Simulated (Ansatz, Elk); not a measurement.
# CaAl2Pb2: X-ray structure factors from the self-consistent density

The structure of CaAl2Pb2 used here is made up (a known structure type with other elements) and was relaxed beforehand with PBE. The aim is the Fourier transform of its all-electron density, F(hkl), set beside the sum over free spherical atoms that refinements use.

Main program and level: Elk 11.2.3 (patched build); DFT, PBE, all-electron APW+lo, Dirac cores, scalar-relativistic bands, static density, no spin.

The structure was built from a prototype and need not be the compound's stable phase.

### 1. The starting structure

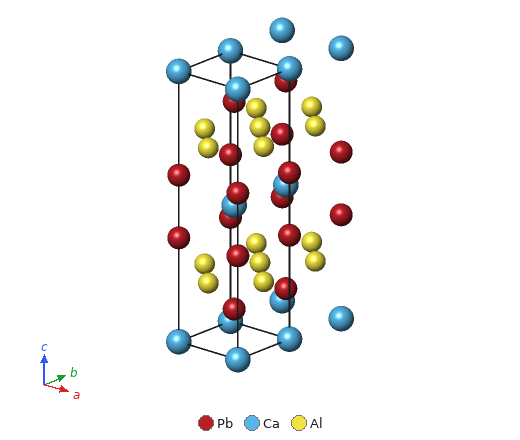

The starting structure, seen from a free direction (lead red, calcium blue, aluminium yellow). 1×2×1 cells are drawn. This picture shows the conventional cell, with its axes. Some periodic images of atoms are drawn too.

### 2. Ground state and structure factors

An all-electron density is needed, since X-rays see the cores too. Task 0 finds the density and task 195 Fourier-transforms it; tshift is off so that phases refer to the origin typed.

The input, elk.in:

```
tasks
  0
  195

xctype
  20

spinpol
  .false.

rgkmax
  7.0

gmaxvr
  14.0

lmaxo
  7

lmaxapw
  8

swidth
  0.002

tshift
  .false.

ramdisk
  .false.

hmaxvr
  5.5

maxscl
  120

epspot
  1e-06

sppath
  './'

avec
  -3.97564321878 3.97564321878 14.60522801025
  3.97564321878 -3.97564321878 14.60522801025
  3.97564321878 3.97564321878 -14.60522801025

atoms
  3
  'Pb.in'
  2
  0.6158997005 0.6158997005 0.0000000000   0.000000 0.000000 0.000000
  0.3841002995 0.3841002995 -0.0000000000   0.000000 0.000000 0.000000
  'Ca.in'
  1
  0.0000000000 0.0000000000 -0.0000000000   0.000000 0.000000 0.000000
  'Al.in'
  2
  0.7500000000 0.2500000000 0.5000000000   0.000000 0.000000 0.000000
  0.2500000000 0.7500000000 0.5000000000   0.000000 0.000000 0.000000

ngridk
  8 8 8
```

On the command line:

```sh
$ OMP_NUM_THREADS=4 elk
```

Numbers of over 12 decimals in the logs are rounded to 6 here.

The program printed:

```text
┌─────────────────────────┐
│ Elk code version 11.2.3 │
└─────────────────────────┘

All units are atomic (Hartree, Bohr, etc.)

┌─────────────────────────────────────────────────┐
│ Ground-state run starting from atomic densities │
└─────────────────────────────────────────────────┘

Lattice vectors :
  -3.975643219       3.975643219       14.60522801
   3.975643219      -3.975643219       14.60522801
   3.975643219       3.975643219      -14.60522801

Reciprocal lattice vectors :
 -0.7435798385E-17  0.7902099058      0.2151005552
  0.7902099058     -0.7435798385E-17  0.2151005552
  0.7902099058      0.7902099058      0.1148346710E-17

Unit cell volume      :    923.3856880
Brillouin zone volume :   0.2686312087

Muffin-tin inner radius fraction :   0.1000000000E-01

Nuclei treated as point charges

Species : 1 (Pb)
 parameters loaded from : Pb.in
 name : lead
 nuclear charge    :   -82.00000000
 electronic charge :    82.00000000
 atomic mass :    377702.4943
 muffin-tin radius :    2.800000000
 number of radial points in muffin-tin :   1393
 inner part over the whole radius :   0.9993555083E-02
 number on inner part of muffin-tin    :   1001
 approximate nuclear radius :   0.1047603524E-03
 number of mesh points to nuclear radius :    525
 atomic positions (lattice), magnetic fields (Cartesian) :
  1 :  -0.38410030 -0.38410030  0.00000000    0.00000000  0.00000000  0.00000000
  2 :   0.38410030  0.38410030  0.00000000    0.00000000  0.00000000  0.00000000

Species : 2 (Ca)
 parameters loaded from : Ca.in
 name : calcium
 nuclear charge    :   -20.00000000
 electronic charge :    20.00000000
 atomic mass :    73057.72475
 muffin-tin radius :    2.400000000
 number of radial points in muffin-tin :    993
 inner part over the whole radius :   0.9970789793E-02
 number on inner part of muffin-tin    :    698
 approximate nuclear radius :   0.6614485811E-04
 number of mesh points to nuclear radius :    321
 atomic positions (lattice), magnetic fields (Cartesian) :
  1 :   0.00000000  0.00000000  0.00000000    0.00000000  0.00000000  0.00000000

Species : 3 (Al)
 parameters loaded from : Al.in
 name : aluminium
 nuclear charge    :   -13.00000000
 electronic charge :    13.00000000
 atomic mass :    49184.33496
 muffin-tin radius :    2.200000000
 number of radial points in muffin-tin :    793
 inner part over the whole radius :   0.9821194981E-02
 number on inner part of muffin-tin    :    552
 approximate nuclear radius :   0.5839653600E-04
 number of mesh points to nuclear radius :    244
 atomic positions (lattice), magnetic fields (Cartesian) :
  1 :  -0.25000000  0.25000000  0.50000000    0.00000000  0.00000000  0.00000000
  2 :   0.25000000 -0.25000000  0.50000000    0.00000000  0.00000000  0.00000000

Total number of atoms per unit cell :    5
Total muffin-tin volume :    331.0149571
 ratio of muffin-tin to unit cell volume :   0.3584796271

Spin treatment :
 spin-unpolarised

Number of Bravais lattice symmetries :   16
Number of crystal symmetries         :   16
Crystal has inversion symmetry
Real symmetric eigensolver will be used

k-point grid :      8     8     8
k-point offset :    0.000000000       0.000000000       0.000000000
k-point set is reduced with full crystal symmetry group
Total number of k-points :       59

Muffin-tin radius times maximum |G+k| :    7.000000000
 using average radius
Maximum |G+k| for APW functions       :    2.822580645
Maximum (1/2)|G+k|²                   :    3.983480749
Maximum |G| for potential and density :    14.00000000
Constant for pseudocharge density :   10
 order of it for each species :   17  17  17
 order of it for pair densities of each species (exact exchange by exxq0 0: 18) :   12   9   6
Radial integration step length :    1

G-vector grid sizes :     70    70    70
Number of G-vectors :    42713

Maximum angular momentum used for
 APW functions            :    8
 outer part of muffin-tin :    7
 inner part of muffin-tin :    2

Total nuclear charge    :   -210.0000000
[...]
total energy                :     -43025.282939784

Density of states at Fermi energy :    66.12363515
 (states/Hartree/unit cell)

Estimated indirect band gap :   0.5781942346E-03
 from k-point 52 to k-point 33
Estimated direct band gap   :   0.6257739952E-02
 at k-point 50

Charges :
 core                        :    154.0000000
 valence                     :    56.00000000
 interstitial                :    8.643101626
 muffin-tins (core leakage)
  species : 1 (Pb)
   atom 1                    :    80.45744638     (  0.1259687383E-02)
[...]
species : 2 (Ca)
[...]
species : 3 (Al)
[...]
total in muffin-tins        :    201.3568984
 total calculated charge     :    209.9963382
 total charge                :    210.0000000
 error                       :   0.3661815708E-02

RMS change in Kohn-Sham potential (target) :   0.3877288526     (  0.1000000000E-05)
Absolute change in total energy (target)   :   0.9989267279     (  0.1000000000E-03)

[... loops 3 to 14 left out ...]

┌──────────────────┐
│ Loop number : 15 │
└──────────────────┘

Energies :
 Fermi                       :     0.204010
 sum of occupied eigenvalues :     -26550.775914773
 electron kinetic            :      49912.562221188
 core electron kinetic       :      49483.762709209
 Coulomb                     :     -92081.847275880
 Coulomb potential           :     -75346.652165310
 nuclear-nuclear             :     -2950.1879640554
 electron-nuclear            :     -102958.20427618
 Hartree                     :      13826.544964360
 Madelung                    :     -54408.521193225
 xc potential                :     -1116.6859706515
 exchange                    :     -842.14197730505
 correlation                 :     -11.934862657151
 electron entropic           :    -0.81272812172067E-03
 total energy                :     -43023.362707382

Density of states at Fermi energy :    60.86894794
 (states/Hartree/unit cell)

Estimated indirect band gap :   0.1217702154E-02
 from k-point 26 to k-point 18
Estimated direct band gap   :   0.6429330028E-02
 at k-point 50

Charges :
 core                        :    154.0000000
 valence                     :    56.00000000
 interstitial                :    8.569876901
 muffin-tins (core leakage)
  species : 1 (Pb)
[...]
species : 2 (Ca)
[...]
species : 3 (Al)
[...]
total in muffin-tins        :    201.4301231
 total calculated charge     :    209.9964918
 total charge                :    210.0000000
 error                       :   0.3508188572E-02

RMS change in Kohn-Sham potential (target) :   0.1139592698E-06 (  0.1000000000E-05)
Absolute change in total energy (target)   :   0.8070871991E-04 (  0.1000000000E-03)

Convergence targets achieved

┌──────────────────┐
│ Loop number : 16 │
└──────────────────┘

Energies :
 Fermi                       :     0.204010
 sum of occupied eigenvalues :     -26550.775905939
 electron kinetic            :      49912.562227180
 core electron kinetic       :      49483.762714740
 Coulomb                     :     -92081.847277332
 Coulomb potential           :     -75346.652167376
 nuclear-nuclear             :     -2950.1879640554
 electron-nuclear            :     -102958.20427640
 Hartree                     :      13826.544963126
 Madelung                    :     -54408.521193644
 xc potential                :     -1116.6859657436
 exchange                    :     -842.14197730987
 correlation                 :     -11.934862659602
 electron entropic           :    -0.81272824432094E-03
 total energy                :     -43023.362702849

Density of states at Fermi energy :    60.86895905
 (states/Hartree/unit cell)

Estimated indirect band gap :   0.1217708336E-02
 from k-point 26 to k-point 18
Estimated direct band gap   :   0.6429327418E-02
 at k-point 50

Charges :
 core                        :    154.0000000
 valence                     :    56.00000000
 interstitial                :    8.569876805
 muffin-tins (core leakage)
  species : 1 (Pb)
[...]
species : 2 (Ca)
   atom 1                    :    18.10703089     ( -0.1988614624E-06)
  species : 3 (Al)
   atom 1                    :    11.12009695     (  0.4615598419E-03)
   atom 2                    :    11.12009695     (  0.4615598419E-03)
 total in muffin-tins        :    201.4301232
 total calculated charge     :    209.9964918
 total charge                :    210.0000000
 error                       :   0.3508188551E-02

┌──────────────────────────────┐
│ Self-consistent loop stopped │
└──────────────────────────────┘

Warning : core states of species 1 leak from the muffin-tin :   0.1204420063E-02

Warning : core states of species 3 leak from the muffin-tin :   0.4615598419E-03

Wrote STATE.OUT
```

The job ended after 64 s (4 threads of Arm Neoverse V2, shared host; peak memory 0.31 GiB; 3.1 min of CPU time).

SFACRHO.OUT:

```text

h k l indices transformed by vhmat matrix:
   1.000000000       0.000000000       0.000000000    
   0.000000000       1.000000000       0.000000000    
   0.000000000       0.000000000       1.000000000    

      h      k      l  multipl.   |H|            Re(F)            Im(F)           |F|

      0      0      0      1   0.0000000       210.00000     -0.19296972E-16   210.00000    
     -1     -1      1      2  0.43020111       12.567159      0.24594570E-14   12.567159    
      0      1     -1      8  0.81896272      -96.593510      -0.0000000       96.593510    
      2      2     -2      2  0.86040222      -109.04839      0.46787420E-14   109.04839    
      1      2     -1      8   1.0202186       100.15892      -0.0000000       100.15892    
      1     -1      0      4   1.1175256       139.95473     -0.90685034E-16   139.95473    
      1      1     -2      8   1.1974708       50.028370      0.17424161E-13   50.028370    
      3      3     -3      2   1.2906033      -51.039365     -0.97109079E-14   51.039365    
      2      3     -3      8   1.3345928       136.10817      -0.0000000       136.10817    
     -3     -1      2      8   1.4103742      -137.07647      0.83096332E-14   137.07647    
     -1      1     -1      4   1.5804198       163.11069      0.21915060E-14   163.11069    
     -2      0      0      8   1.6379254       11.283213      0.96056336E-17   11.283213    
      3      4     -3      8   1.7004634      -35.829115      -0.0000000       35.829115    
     -3     -3      4      8   1.7071966      -14.220852     -0.23113687E-13   14.220852    
      4      4     -4      2   1.7208044       145.52502      0.82261994E-14   145.52502    
      1     -2      1     16   1.7800075      -83.092363      -0.0000000       83.092363    
      3      1     -3      8   1.7994496      -95.658941      0.13417041E-13   95.658941    
      0     -3      1     16   1.8811094       84.599531      -0.0000000       84.599531
```

Elk indexes on the primitive cell of elk.in and gives |H| = 4π sin θ/λ in inverse bohr. Below, one row stands for each form hkl of the conventional cell (m members, Friedel mates merged), F is for one primitive cell and the density is static (no thermal factor). Free-atom factors are Waasmaier and Kirfel's, and R is Σm||F|−|F'||/Σm|F|.

| hkl | m | sin θ/λ (Å⁻¹) | abs F, DFT | neutral atoms | diff. |
| --- | --- | --- | --- | --- | --- |
| 002 | 2 | 0.065 | 12.567 | 12.615 | -0.048 |
| 101 | 8 | 0.123 | 96.594 | 96.623 | -0.029 |
| 004 | 2 | 0.129 | 109.048 | 109.341 | -0.293 |
| 103 | 8 | 0.153 | 100.159 | 100.139 | +0.020 |
| 110 | 4 | 0.168 | 139.955 | 140.104 | -0.149 |
| 112 | 8 | 0.180 | 50.028 | 50.073 | -0.045 |
| 006 | 2 | 0.194 | 51.039 | 51.145 | -0.106 |
| 105 | 8 | 0.201 | 136.108 | 136.261 | -0.153 |
| 114 | 8 | 0.212 | 137.077 | 137.511 | -0.434 |
| 200 | 4 | 0.238 | 163.111 | 163.527 | -0.416 |
| 202 | 8 | 0.246 | 11.283 | 11.057 | +0.226 |
| 107 | 8 | 0.256 | 35.829 | 36.085 | -0.256 |
| 116 | 8 | 0.257 | 14.221 | 14.182 | +0.039 |
| 008 | 2 | 0.259 | 145.525 | 145.788 | -0.263 |
| 211 | 16 | 0.268 | 83.092 | 83.251 | -0.159 |
| 204 | 8 | 0.271 | 95.659 | 95.664 | -0.005 |
| 213 | 16 | 0.283 | 84.600 | 84.691 | -0.091 |
| 206 | 8 | 0.307 | 45.145 | 45.220 | -0.075 |
| 118 | 8 | 0.309 | 105.569 | 105.553 | +0.016 |
| 215 | 16 | 0.311 | 118.433 | 118.357 | +0.076 |
| 109 | 8 | 0.314 | 105.494 | 105.512 | -0.018 |
| 0 0 10 | 2 | 0.324 | 60.891 | 60.882 | +0.010 |

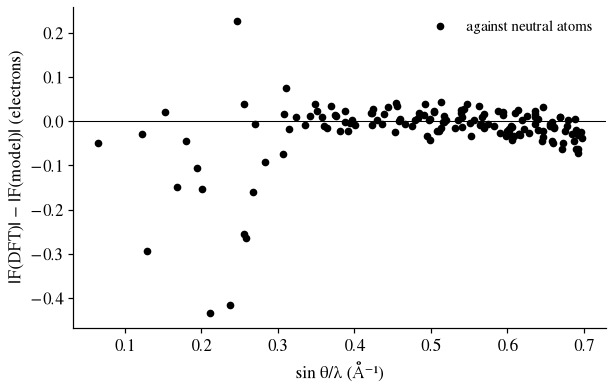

Difference between the calculated structure factors and the independent-atom ones.

### 3. The highest occupied states alone

An energy window below the Fermi level keeps the highest occupied states, to see at which angles they scatter; shallow core shells can lie inside it and anion s states outside. No new self-consistency is needed.

elk.in: that of step 2 with these lines changed.

```diff
@@ -1,3 +1,2 @@
 tasks
-  0
   195
@@ -40,2 +39,5 @@
 
+wsfac
+  -0.163480 0.504010
+
 sppath
```

On the command line:

```sh
$ OMP_NUM_THREADS=4 elk
```

The program printed:

```text
┌─────────────────────────────────┐
│ Elk code version 11.2.3 started │
└─────────────────────────────────┘

Info(readinput): the functional depends on the density's gradient
 muffin-tin radial points multiplied by    2.00000
 (not where nrmtscf is given)

┌────────────────────┐
│ Current task : 195 │
└────────────────────┘

Info(sfacrho): density structure factors written to SFACRHO.OUT

 Energy window :  -0.1634800000      0.5040100000

┌──────────────────┐
│ Elk code stopped │
└──────────────────┘
```

Wall time 18 s (4 threads); peak memory 0.2 GiB.

States within 10 eV below the Fermi level hold 15.48 electrons; any levels below the window count with the cores, and a count that is not whole means the window cuts a band. Their amplitudes can exceed the total, where window and core parts have opposite phase:

| hkl | sin θ/λ (Å⁻¹) | abs F, window | abs F, all |
| --- | --- | --- | --- |
| 002 | 0.065 | 2.546 | 12.567 |
| 101 | 0.123 | 2.036 | 96.594 |
| 004 | 0.129 | 0.367 | 109.048 |
| 103 | 0.153 | 0.979 | 100.159 |
| 110 | 0.168 | 0.254 | 139.955 |
| 112 | 0.180 | 0.679 | 50.028 |
| 006 | 0.194 | 0.671 | 51.039 |
| 105 | 0.201 | 0.334 | 136.108 |
| 114 | 0.212 | 0.173 | 137.077 |
| 200 | 0.238 | 0.329 | 163.111 |

### 4. Another functional

The difference from free atoms is small, so it is set against the change that LDA (Perdew-Wang) makes.

elk.in: that of step 3 with these lines changed.

```diff
@@ -1,2 +1,3 @@
 tasks
+  0
   195
@@ -4,3 +5,3 @@
 xctype
-  20
+  3
 
@@ -39,5 +40,2 @@
 
-wsfac
-  -0.163480 0.504010
-
 sppath
```

On the command line:

```sh
$ OMP_NUM_THREADS=4 elk
```

The program printed:

```text
┌─────────────────────────┐
│ Elk code version 11.2.3 │
└─────────────────────────┘

All units are atomic (Hartree, Bohr, etc.)

┌─────────────────────────────────────────────────┐
│ Ground-state run starting from atomic densities │
└─────────────────────────────────────────────────┘

Lattice vectors :
  -3.975643219       3.975643219       14.60522801
   3.975643219      -3.975643219       14.60522801
   3.975643219       3.975643219      -14.60522801

Reciprocal lattice vectors :
 -0.7435798385E-17  0.7902099058      0.2151005552
[...]
species : 3 (Al)
   atom 1                    :    11.13535269     (  0.4882911320E-03)
   atom 2                    :    11.13535269     (  0.4882911320E-03)
 total in muffin-tins        :    201.5098619
 total calculated charge     :    209.9964227
 total charge                :    210.0000000
 error                       :   0.3577255480E-02

┌──────────────────────────────┐
│ Self-consistent loop stopped │
└──────────────────────────────┘

Warning : core states of species 1 leak from the muffin-tin :   0.1210188792E-02

Warning : core states of species 3 leak from the muffin-tin :   0.4882911320E-03

Wrote STATE.OUT
[key lines of the parts left out:]
total energy                :     -42997.427468228
```

Run time: 43 s. Hardware: 4 threads; peak memory 0.27 GiB; 2.2 min of CPU time.

Against the first run R = 0.02 %; the largest change is -0.052 at 220.

### 5. Basis size

The basis and the expansions that go with it are enlarged, to see whether the differences are converged.

elk.in: that of step 4 with these lines changed.

```diff
@@ -5,3 +5,3 @@
 xctype
-  3
+  20
 
@@ -11,12 +11,12 @@
 rgkmax
-  7.0
+  8.5
 
 gmaxvr
-  14.0
+  18.0
 
 lmaxo
-  7
+  9
 
 lmaxapw
-  8
+  10
```

On the command line:

```sh
$ OMP_NUM_THREADS=4 elk
```

The program printed:

```text
┌─────────────────────────┐
│ Elk code version 11.2.3 │
└─────────────────────────┘

All units are atomic (Hartree, Bohr, etc.)

┌─────────────────────────────────────────────────┐
│ Ground-state run starting from atomic densities │
└─────────────────────────────────────────────────┘

Lattice vectors :
  -3.975643219       3.975643219       14.60522801
   3.975643219      -3.975643219       14.60522801
   3.975643219       3.975643219      -14.60522801

Reciprocal lattice vectors :
 -0.7435798385E-17  0.7902099058      0.2151005552
[...]
species : 3 (Al)
   atom 1                    :    11.12107615     (  0.4614340962E-03)
   atom 2                    :    11.12107615     (  0.4614340962E-03)
 total in muffin-tins        :    201.4412441
 total calculated charge     :    209.9966981
 total charge                :    210.0000000
 error                       :   0.3301923157E-02

┌──────────────────────────────┐
│ Self-consistent loop stopped │
└──────────────────────────────┘

Warning : core states of species 1 leak from the muffin-tin :   0.1204484405E-02

Warning : core states of species 3 leak from the muffin-tin :   0.4614340962E-03

Wrote STATE.OUT
[key lines of the parts left out:]
total energy                :     -43023.374313893
```

It took 3 min on 4 threads; peak memory 0.64 GiB.

Against the first run R = 0.00 %; the largest change is -0.005 at 305.

### 6. Settings against the effect

| run | R against the first run (%) | R against neutral atoms, low angle (%) | wall time |
| --- | --- | --- | --- |
| PBE, rgkmax 7 | 0.00 | 0.17 | 64 s |
| LDA (Perdew-Wang) | 0.02 | 0.18 | 43 s |
| rgkmax 8.5 with larger expansions | 0.00 | 0.17 | 3 min |

### 7. Outcome

```json
{
  "R against neutral atoms, sin θ/λ < 0.3 Å⁻¹": "0.17 %",
  "R against neutral atoms, 0.3 to 0.70 Å⁻¹": "0.04 %"
}
```

In words: Independent neutral atoms miss the calculated amplitudes by R = 0.17 % below 0.3 Å⁻¹ and 0.04 % from there to 0.70 Å⁻¹; by shells, 0.09 % below 0.15 Å⁻¹ (3 forms), 0.18 % 0.15 to 0.3 (14 forms), 0.03 % 0.3 to 0.45 (30 forms), 0.04 % above 0.45 (102 forms). Bonding, aspherical density and the tables' own atoms all enter these figures, and the runs don't part them. The largest change of an amplitude is -0.43 electrons, at 114. The window's part falls from 15.5 electrons at the origin to at most 0.26 between 0.45 and 0.70 Å⁻¹. Below 0.3 Å⁻¹ the changes that finished (LDA (Perdew-Wang) and rgkmax 8.5 with larger expansions) move F by R = 0.02 % at most, against the 0.17 % that separates it from free atoms. The k-mesh has no finished test. Spin-orbit coupling is left out, which can matter for elements this heavy. Part of the difference isn't bonding: the tables are fits to free atoms and ions calculated by other methods than this functional. Thermal motion, anomalous dispersion and extinction are left out.

[Logs are printed without paths, hosts, clocks, repeated set-up lines and the standing remarks that a program may print on its own settings, such as how far it seeks lower states.]

[Hosts, paths, dates, database ids (printed as entryN), source tags and the programs' standing remarks are cut or masked in the printed files.]
